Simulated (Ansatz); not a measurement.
# CsPbCl3 (Pm-3m): converging the G0W0 gap

Aim: see how the G0W0 gap of CsPbCl3 (Pm-3m) on PBE moves with empty bands and screening cutoff, and what each rung costs.

Main program and level: Ansatz 0.2.0; G0W0 on PBE, plane waves, PAW.

### Step 1. The starting structure

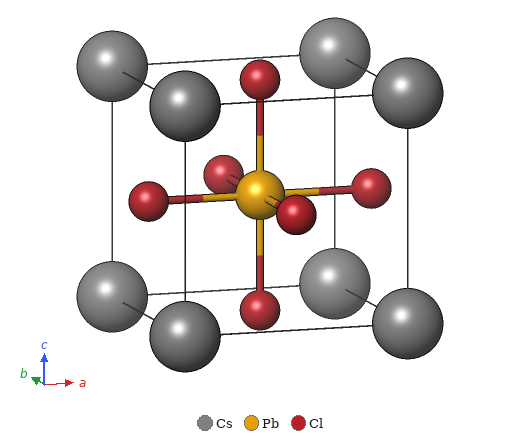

The cell as given, slightly off an axis (caesium grey, lead orange, chlorine red). Some periodic images of atoms are drawn too.

The cell and positions come from the Crystallography Open Database and are kept as given unless a step says otherwise. Spin-orbit coupling is left out unless a step names it. The default PAW set here is soft_2. Its files were made with PBE.

### Step 2. 341 empty bands, screening to 90 eV

G0W0 replaces the xc potential by the self-energy, built once from these orbitals. Only a window of levels is corrected, while the sums run over the empty bands that the input names.

input.yaml reads:

```yaml
crystal:
  lattice:
    - [5.605, 0.0, 0.0]
    - [0.0, 5.605, 0.0]
    - [0.0, 0.0, 5.605]
  atoms:
    - { symbol: Cs, position: [0.0, 0.0, 0.0] }
    - { symbol: Pb, position: [0.5, 0.5, 0.5] }
    - { symbol: Cl, position: [0.5, 0.5, 0.0] }
    - { symbol: Cl, position: [0.0, 0.5, 0.5] }
    - { symbol: Cl, position: [0.5, 0.0, 0.5] }
kpoints:
  mp_grid: { grid: [4, 4, 4] }
hamiltonian:
  xc: pbe
scf:
  occupations: { method: fixed }
gw:
  n_empty_bands: 341
  ecut_chi: 90.0
  qp_bands: [v2, c2]
  qp_kpoints: band_edges
  screening: { model: contour_deformation }
```

Launch:

```
> ansatz run input.yaml --threads 3 --pin off --max-ram 64512MiB --backend cuda --events-out ev --progress --plain --runs-dir out --devices 1 --max-vram 24GiB  # rebuilt from the run's record
```

Numbers of over 12 decimals in the logs are rounded to 6 here.

The log of the run:

```text
GPUs: using 1 of 1 available (devices: 1).
Engine: ansatz 0.2.0, x86_64-unknown-linux-gnu
Pseudopotentials: kind: paw
Pseudopotential: Cs, paw, valence charge 9, recommended cutoff 420 eV (normal), Cs.paw.azcp
Pseudopotential: Pb, paw, valence charge 14, recommended cutoff 420 eV (normal), Pb.paw.azcp
Pseudopotential: Cl, paw, valence charge 7, recommended cutoff 420 eV (normal), Cl.paw.azcp
Functional definition: PBE
  parameter kappa = 0.804
  parameter beta = 0.066725
  exchange = pbe_x(kappa = kappa, mu = beta*pi^2/3)
  correlation = pbe_c(beta = beta)
device memory: the entry about to start is reckoned to put 1.1 GiB on a device that reports 70.8 GiB free (of which the cap on the GPU budget leaves the run 24.0 GiB)
GPU FFT provider: cuFFT
GPU libraries: cuBLAS 13.8.1, cuFFT 12.4.0, cuSOLVER 12.3.2
Crystal: 5 atoms, lattice volume = 176.087 Å³
Basis set: ecut = 420 eV, 3407 PW (Γ)
Bands: 27, of which v1, the nominal top of the filled ones, is band 22 counted from 1 (21 counted from 0)
Symmetry: 48 space group operations
Space group: Pm-3m (ITA 221), of the structure as read, at distance tolerance 5.6e-5 Å
k-points: 10 of 64
Non-local potential: Cs, projectors of the file, l = 0: 3, l = 1: 2, l = 2: 2, l = 3: 2
Non-local potential: Pb, projectors of the file, l = 0: 2, l = 1: 2, l = 2: 2, l = 3: 2
Non-local potential: Cl, projectors of the file, l = 0: 2, l = 1: 2, l = 2: 2
PAW form: soft (Blöchl's): semilocal exchange-correlation on the pseudo side does not see the compensation charge
PAW one-centre angular grid: Cs, 194 points (default); XC on 64 Gauss nodes
PAW one-centre angular grid: Pb, 590 points (default); XC on 64 Gauss nodes
PAW one-centre angular grid: Cl, 110 points (default); XC on 64 Gauss nodes
Initial density: superposition of atomic densities (neutral atoms: chi_scale 0, normalization atom), corrected by the library's trained network
Initial wavefunctions: pseudopotential atomic-orbital guess
GPU buffer pool allocated for 64000 grid points (all kernels)
GPU transforms: local potential and band sums: pruned to the plane-wave sphere, on 40×40×40
Functional: x = pbe(κ = 0.804, μ = 0.219515), c = pbe(β = 0.066725)
SCF iter   1: F=—  HF=-20823.255651 eV  |F-HF|=—  |Δ(HF+E_count)|=         —  Δρ=4.97e-4  dr2=5.52e-4  ethr=1.77e-3  ⟨swp⟩=4.7  Hψ=1124  notcnv=0  defer=24
preconditioner: auto → Resta (q_TF=auto, 2.165 Å⁻¹)  ε∞=2.9  [insulator: Δε(μ)=1.936 eV  Ē_g=13.257 eV  n_scr=26 (ndim 8)  ℏωp=18.1 eV  f_vac=0.062  ε∞_Penn≈2.9]
SCF iter   2: F=—  HF=-20823.254605 eV  |F-HF|=—  |Δ(HF+E_count)|=   1.05e-3  Δρ=2.56e-4  dr2=1.32e-4  ethr=1.25e-6  ⟨swp⟩=2.8  Hψ=688  notcnv=0  defer=29
SCF iter   3: F=—  HF=-20823.254631 eV  |F-HF|=—  |Δ(HF+E_count)|=   2.59e-5  Δρ=8.87e-5  dr2=9.47e-6  ethr=2.99e-7  ⟨swp⟩=2.0  Hψ=479  notcnv=0  defer=29
SCF iter   4: F=—  HF=-20823.254645 eV  |F-HF|=—  |Δ(HF+E_count)|=   1.41e-5  Δρ=3.14e-5  dr2=1.50e-6  ethr=2.15e-8  ⟨swp⟩=2.5  Hψ=443  notcnv=0  defer=24
iter 5 did not close the SCF: its close was put off for the readings that it lacked (scf_convergence_deferred on its scf_iter line)
SCF iter   5: F=-20823.254648 eV  HF=-20823.254648 eV  |F-HF|=5.55e-8  |Δ(HF+E_count)|=   3.05e-6  Δρ=5.16e-6  dr2=4.10e-8  ethr=3.42e-9  ⟨swp⟩=2.2  Hψ=449  notcnv=0  defer=25
SCF iter   6: F=-20823.254648 eV  HF=-20823.254648 eV  |F-HF|=7.53e-10  |Δ(HF+E_count)|=   7.23e-8  Δρ=6.17e-7  dr2=1.23e-9  ethr=9.31e-11  ⟨swp⟩=8.7  Hψ=1335  notcnv=0
SCF 1 converged in 6 iterations: F = -20823.254648 eV  dr2 = 1.23e-9
  greatest PAW one-centre occupation: 0.983 electrons in one spin orbital (limit 2), on the Pb atom at site 1 (counted from 0), in its partial waves of l = 2
device memory: the entry about to start is reckoned to put 1.2 GiB (of the 1.3 GiB reckoned in all, the device holds 0.1 GiB already) on a device that reports 70.7 GiB free (of which the cap on the GPU budget leaves the run 23.9 GiB)
NSCF: frozen V_eff on 10 k-points, pencils in batches of 32, up to order 108
the band table was solved once the SCF had ended and its energy, with any forces and stress, was formed, with the checks that follow a solve (1280 applications of the Hamiltonian). They found nothing against the state; the energy, forces and stress were not computed again (output.eigenvalues in the input reference)
device memory: the entry about to start is reckoned to put 4.6 GiB on a device that reports 70.8 GiB free (of which the cap on the GPU budget leaves the run 24.0 GiB)
NSCF: frozen V_eff on 10 k-points
G₀W₀ screening: q 1/10
[... further progress lines ...]
SCF converged after 6 iterations
Free energy (F): -20823.254648 eV
Harris-Foulkes:  -20823.254648 eV  (|F-HF|=7.53e-10)
Internal energy: -20823.254648 eV  (E = F + TS)
E sigma→0 (E₀):  -20823.254648 eV
Fermi energy:    4.122120 eV
--- Per-component energies (eV) ---
  E_band       = -234.020814
  E_kinetic    = 913.644724
  E_local      = -2668.271888  (includes V_loc(G=0)·N_el)
  E_nonlocal   = 465.775363
  E_hartree    = 1011.037087
  E_xc         = -718.582255
  E_vxc        = -627.253690  (∫ρ·V_xc dr)
  E_paw        = -17446.658693  (= ΣΔE_a)
  E_vpaw       = -339.988961  (= ΣTr[D̂ρ^β])
  E_aug_tail   = 0.000317  (compensation charges beyond the density's cutoff)
  E_ewald      = -2380.199303
  E_smearing   = -0.000000  (= −TS)
  E_closure    = 0.000000  (closes the sum)
  Σ components = -20823.254648   (vs F -20823.254648, Δ=0.00e0)
--- Band table (eV; the first three rows and the last of 10) ---
  k-point 0: bands = [... 18 lower, 1.4707, 1.5782, 1.5782, 1.5782, 7.4574, 8.3927, 8.3927, 9.3016, ... 1 higher]
  k-point 1: bands = [... 18 lower, 1.4216, 1.5234, 1.5234, 1.6772, 7.9622, 8.7426, 8.7971, 8.9438, ... 1 higher]
  k-point 2: bands = [... 18 lower, 1.3729, 1.4678, 1.4678, 2.4264, 7.1389, 8.7953, 9.3025, 9.4428, ... 1 higher]
  k-point 9: bands = [... 18 lower, 1.8981, 1.8981, 1.8981, 4.1221, 6.0485, 6.0485, 6.0485, 9.2141, ... 1 higher]
--- G₀W₀: contour deformation, 6 samples at zero and on the imaginary axis and 2 off it, 64 q-points, 341 empty bands' worth ---
  eigenvalues of the whole cell's RPA ε∞ on this k-mesh (on a slab, of 1 + 4πα/V) = 4.3566, 4.3566, 4.3566; static W/v taken at q = 0 is 0.229538
  bands read: the sum over 363 bands ends inside a degenerate multiplet in 4 slots, whose members it reads at an even weight; the widest, k=9: bands 363 to 365 (counted from 1) at 1/3 each
  gw.qp_kpoints: band_edges: 3 of 10 stored k-points solved, in 1 pass; an edge of the gap read off the rows below is read off those points alone
    valence top: of the k-points left out ik 5 came nearest to being solved in a further pass, in band 22 (counted from 1, as in the quasiparticle table): it holds the edge there only if its correction is more favourable than any solved in that band by at least 0.820 eV; those differ by 0.579 eV
    conduction bottom: of the k-points left out ik 7 came nearest to being solved in a further pass, in band 23 (counted from 1, as in the quasiparticle table): it holds the edge there only if its correction is more favourable than any solved in that band by at least 0.354 eV; those differ by 0.238 eV
    ik  band        ε_KS         Σx   Σc(E_QP)       V_xc       Z   E_QP_lin       E_QP  E_QP is
     0    21      1.5782   -20.6410     3.2656   -16.2537  0.7406     0.4201     0.4566  root
     0    22      1.5782   -20.6410     3.2656   -16.2537  0.7406     0.4201     0.4566  root
     0    23      7.4574    -3.7535    -3.2922    -7.3996  0.8311     7.8133     7.8113  root
     0    24      8.3927    -3.4999    -3.2534    -7.2780  0.8308     8.9222     8.9174  root
     8    21      1.8931   -20.8856     3.2445   -16.5123  0.7434     0.7290     0.7642  root
     8    22      3.5042   -20.1007     1.3595   -18.1189  0.7750     2.8750     2.8819  root
     8    23      6.3381    -8.3842    -3.2552   -12.2310  0.8013     6.9361     6.9298  root
     8    24      6.3381    -8.3842    -3.2552   -12.2310  0.8013     6.9361     6.9298  root
     9    21      1.8981   -20.9020     3.2443   -16.5297  0.7434     0.7350     0.7701  root
     9    22      4.1221   -20.3994     1.1097   -18.7474  0.7794     3.5751     3.5799  root
     9    23      6.0485    -7.8986    -3.2267   -11.6788  0.8053     6.6073     6.6021  root
     9    24      6.0485    -7.8986    -3.2267   -11.6788  0.8053     6.6073     6.6021  root
```

Wall time 6.8 s (1 × NVIDIA H100 80GB HBM3 (shared by 3 runs) with 3 threads of AMD EPYC 7R13 (Zen 3), shared host); peak memory 1.6 GiB.

The column dr2 measures how far the density is from self-consistency, as an energy; F and HF (Harris–Foulkes) agree once it is small.

This step gave:

| Item | Value |
| --- | --- |
| bands summed | 363 |
| RPA ε∞ on this mesh (eigenvalues) | 4.357, 4.357, 4.357 |
| plane waves in the screening matrix | 341 |
| q-points in the mesh | 64 |
| G0W0 gap on the mesh | 3.022 eV |
| k of the valence top | -0.5, -0.5, -0.5 |
| k of the conduction bottom | -0.5, -0.5, -0.5 |
| starting gap on the mesh | 1.926 eV |
| Z at the valence top | 0.7794 |
| Z at the conduction bottom | 0.8053 |
| least direct G0W0 gap on the computed points | 3.022 eV |

The gap on the mesh goes from 1.93 eV to 3.02 eV, a correction of +1.10 eV. Between the two edge states, bare exchange in place of the xc potential would open the gap by 5.43 eV, and correlation takes back 4.34 eV.

### Step 3. 965 empty bands, screening to 180 eV

Bands and screening cutoff are moved together, since each hides the error of the other.

input.yaml: that of step 2 with these lines changed.

```diff
@@ -18,4 +18,4 @@
 gw:
-  n_empty_bands: 341
-  ecut_chi: 90.0
+  n_empty_bands: 965
+  ecut_chi: 180.0
   qp_bands: [v2, c2]
```

The log of the run:

```text
GPUs: using 1 of 1 available (devices: 1).
[...]
GPU FFT provider: cuFFT
GPU libraries: cuBLAS 13.8.1, cuFFT 12.4.0, cuSOLVER 12.3.2
Crystal: 5 atoms, lattice volume = 176.087 Å³
Basis set: ecut = 420 eV, 3407 PW (Γ)
Bands: 27, of which v1, the nominal top of the filled ones, is band 22 counted from 1 (21 counted from 0)
[... 1 set-up line as in the run before ...]
[...]
k-points: 10 of 64
[...]
GPU buffer pool allocated for 64000 grid points (all kernels)
[...]
SCF iter   1: F=—  HF=-20823.255651 eV  |F-HF|=—  |Δ(HF+E_count)|=         —  Δρ=4.97e-4  dr2=5.52e-4  ethr=1.77e-3  ⟨swp⟩=4.7  Hψ=1124  notcnv=0  defer=24
[...]
SCF iter   6: F=-20823.254648 eV  HF=-20823.254648 eV  |F-HF|=7.53e-10  |Δ(HF+E_count)|=   7.23e-8  Δρ=6.17e-7  dr2=1.23e-9  ethr=9.31e-11  ⟨swp⟩=8.7  Hψ=1335  notcnv=0
SCF 1 converged in 6 iterations: F = -20823.254648 eV  dr2 = 1.23e-9
[...]
NSCF: frozen V_eff on 10 k-points, pencils in batches of 32, up to order 108
[...]
NSCF: frozen V_eff on 10 k-points
G₀W₀ screening: q 1/10
[... further progress lines ...]
SCF converged after 6 iterations
Free energy (F): -20823.254648 eV
[...]
Internal energy: -20823.254648 eV  (E = F + TS)
E sigma→0 (E₀):  -20823.254648 eV
Fermi energy:    4.122120 eV
[...]
--- Band table (eV; the first three rows and the last of 10) ---
  k-point 0: bands = [... 18 lower, 1.4707, 1.5782, 1.5782, 1.5782, 7.4574, 8.3927, 8.3927, 9.3016, ... 1 higher]
  k-point 1: bands = [... 18 lower, 1.4216, 1.5234, 1.5234, 1.6772, 7.9622, 8.7426, 8.7971, 8.9438, ... 1 higher]
  k-point 2: bands = [... 18 lower, 1.3729, 1.4678, 1.4678, 2.4264, 7.1389, 8.7953, 9.3025, 9.4428, ... 1 higher]
  k-point 9: bands = [... 18 lower, 1.8981, 1.8981, 1.8981, 4.1221, 6.0485, 6.0485, 6.0485, 9.2141, ... 1 higher]
[...]
0    21      1.5782   -20.6410     3.0009   -16.2537  0.7373     0.1315     0.1919  root
     0    22      1.5782   -20.6410     3.0009   -16.2537  0.7373     0.1315     0.1919  root
     0    23      7.4574    -3.7535    -3.3729    -7.3996  0.8306     7.7318     7.7307  root
     0    24      8.3927    -3.4999    -3.3326    -7.2780  0.8305     8.8415     8.8382  root
     8    21      1.8931   -20.8856     2.9692   -16.5123  0.7405     0.4287     0.4889  root
     8    22      3.5042   -20.1007     0.9801   -18.1189  0.7711     2.4825     2.5025  root
     8    23      6.3381    -8.3842    -3.4469   -12.2310  0.8002     6.7408     6.7380  root
     8    24      6.3381    -8.3842    -3.4469   -12.2310  0.8002     6.7408     6.7380  root
     9    21      1.8981   -20.9020     2.9684   -16.5297  0.7405     0.4342     0.4943  root
     9    22      4.1221   -20.3994     0.6956   -18.7474  0.7751     3.1492     3.1657  root
     9    23      6.0485    -7.8986    -3.4039   -11.6788  0.8043     6.4271     6.4248  root
     9    24      6.0485    -7.8986    -3.4039   -11.6788  0.8043     6.4271     6.4248  root
```

It took 20 s on 1 × NVIDIA H100 80GB HBM3 (shared by 3 runs) with 3 threads; peak memory 3.5 GiB.

Numbers from this step:

| Item | Value |
| --- | --- |
| bands summed | 987 |
| RPA ε∞ on this mesh (eigenvalues) | 4.345, 4.345, 4.345 |
| plane waves in the screening matrix | 949 |
| q-points in the mesh | 64 |
| G0W0 gap on the mesh | 3.259 eV |
| k of the valence top | -0.5, -0.5, -0.5 |
| k of the conduction bottom | -0.5, -0.5, -0.5 |
| starting gap on the mesh | 1.926 eV |
| Z at the valence top | 0.7751 |
| Z at the conduction bottom | 0.8043 |
| least direct G0W0 gap on the computed points | 3.259 eV |

Against the run with 4×4×4 mesh, 341 empty bands, screening to 90 eV, the gap moves by +0.24 eV.

### Step 4. Changing the frequency model: 4×4×4 mesh, 965 empty bands, screening to 180 eV, plasmon pole

A plasmon pole stands in for the full frequency dependence of the screening; this run shows what that costs in accuracy.

input.yaml: that of step 3 with these lines changed.

```diff
@@ -22,2 +22,2 @@
   qp_kpoints: band_edges
-  screening: { model: contour_deformation }
+  screening: { model: godby_needs }
```

The log of the run:

```text
GPUs: using 1 of 1 available (devices: 1).
[...]
GPU FFT provider: cuFFT
GPU libraries: cuBLAS 13.8.1, cuFFT 12.4.0, cuSOLVER 12.3.2
Crystal: 5 atoms, lattice volume = 176.087 Å³
Basis set: ecut = 420 eV, 3407 PW (Γ)
Bands: 27, of which v1, the nominal top of the filled ones, is band 22 counted from 1 (21 counted from 0)
[... 1 set-up line as in the run before ...]
[...]
k-points: 10 of 64
[...]
8    23      6.3381    -8.3842    -3.3860   -12.2310  0.8208     6.8003     6.7989  root
     8    24      6.3381    -8.3842    -3.3860   -12.2310  0.8208     6.8003     6.7989  root
     9    21      1.8981   -20.9020     3.0000   -16.5297  0.7691     0.5066     0.5259  root
     9    22      4.1221   -20.3994     0.8266   -18.7474  0.7927     3.2928     3.2967  root
     9    23      6.0485    -7.8986    -3.3502   -11.6788  0.8239     6.4797     6.4785  root
     9    24      6.0485    -7.8986    -3.3502   -11.6788  0.8239     6.4797     6.4785  root
[key lines of the parts left out:]
SCF converged after 6 iterations
Free energy (F): -20823.254648 eV
Fermi energy:    4.122120 eV
```

Run time: 21 s. Hardware: 1 × NVIDIA H100 80GB HBM3 (shared by 3 runs) with 3 threads; peak memory 5.1 GiB; 39 s of CPU time.

Numbers from this step:

```yaml
bands_summed: 987
plasmon_pole_fit_frequency: 18.56 eV
rpa_eps_infinity_on_this_mesh_eigenvalues: 4.345, 4.345, 4.345
plane_waves_in_the_screening_matrix: 949
g0w0_gap_on_the_mesh: 3.182 eV
k_of_the_valence_top: -0.5, -0.5, -0.5
k_of_the_conduction_bottom: -0.5, -0.5, -0.5
starting_gap_on_the_mesh: 1.926 eV
least_direct_g0w0_gap_on_the_computed_points: 3.182 eV
```

Against the run with 4×4×4 mesh, 965 empty bands, screening to 180 eV, the gap moves by −0.08 eV.

### Step 5. Convergence and cost

Times are wall times on 1 × NVIDIA H100 80GB HBM3 (shared by 3 runs) with 3 threads of AMD EPYC 7R13 (Zen 3), shared host, good to a factor of about two.

| mesh | files | frequency | bands summed | cutoff (eV) | start (eV) | G0W0 (eV) | time | host memory (GiB) |
| --- | --- | --- | --- | --- | --- | --- | --- | --- |
| 4×4×4 | default PAW | contour deformation | 363 | 90 | 1.926 | 3.022 | 6.8 s | 1.6 |
| 4×4×4 | default PAW | contour deformation | 987 | 180 | 1.926 | 3.259 | 20 s | 3.5 |
| 4×4×4 | default PAW | plasmon pole | 987 | 180 | 1.926 | 3.182 | 21 s | 5.1 |

The parts of the quasiparticle energy at the two band edges (eV; QP = start + Σx + Σc − Vxc):

```csv
run,edge,start,Σx,Σc,Vxc,Z,QP
363 bands,valence top,4.12,-20.40,1.11,-18.75,0.78,3.58
363 bands,conduction bottom,6.05,-7.90,-3.23,-11.68,0.81,6.60
987 bands,valence top,4.12,-20.40,0.70,-18.75,0.78,3.17
987 bands,conduction bottom,6.05,-7.90,-3.40,-11.68,0.80,6.42
```

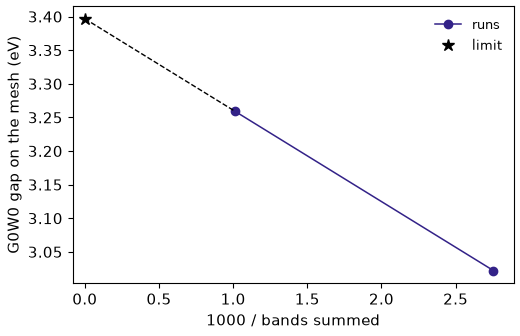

The gap against one over the number of bands; the dashed line carries the two highest rungs to the limit.

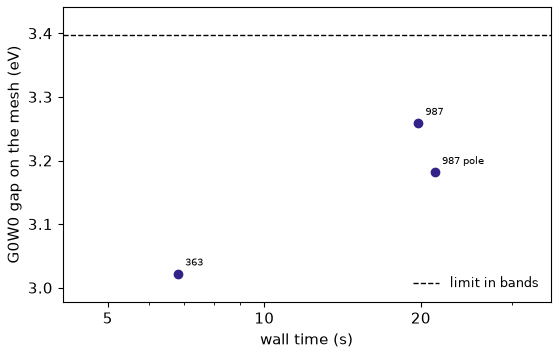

Result against wall time.

### Step 6. Results

- 363 bands, 90 eV: 3.022 eV
- 987 bands, 180 eV: 3.259 eV
- estimated limit in bands and cutoff: 3.40 eV
- mesh and start: 4×4×4, PBE

In words: A line in one over the bands through the two rungs gives 3.40 eV, +0.14 eV from the top rung; with two points alone it is an unchecked estimate. The rungs stand 0.37 eV (363 bands) and 0.14 eV (987 bands) from it. From 363 to 987 bands the gap moves by +0.24 eV while the time grows 2.9-fold. Σc changes by −0.41 eV at the valence top and −0.18 eV at the conduction bottom, so the valence edge carries most of the change. The plasmon-pole model gives −0.08 eV against contour deformation, 6 % of the correction, and saved no time in this program. Where an edge is built on 6p states of lead, bismuth or thallium, scalar-relativistic gaps usually stand too wide, by a few tenths to over one eV. This is the ideal cubic cell; many perovskites, halides above all, are cubic only on average, and local tilts or off-centring can widen the gap. The many-body steps are scalar-relativistic: spin-orbit coupling is not in them.

[Paths, hosts, dates, memory and timing lines, banners, echoed tables and standing remarks are left out of the program output.]

[Logs are printed without paths, hosts, clocks, repeated set-up lines and the standing remarks that a program may print on its own settings, such as how far it seeks lower states.]

[Runs of the session that timed out or met a known fault of the program may be left out.]

[Cells called generated may have been cut or substituted from an entry of the Crystallography Open Database or the Materials Project.]

[Hosts, paths, dates, database ids (printed as entryN), source tags and the programs' standing remarks are cut or masked in the printed files.]
